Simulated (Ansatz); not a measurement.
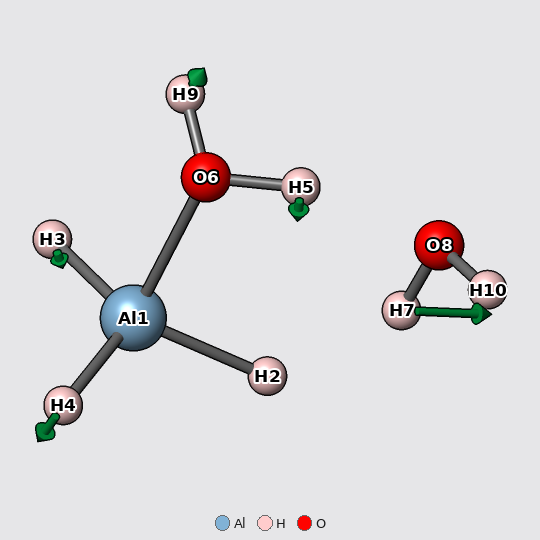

The arrows show one normal mode. Harmonic vibrations computed with RKS PBE0-D4/def2-TZVP (Ansatz 0.2.0) at a stationary point of the same level.

### At what wavenumber does it lie?

642 cm⁻¹; it is mode 10 of 24 counted from the lowest.
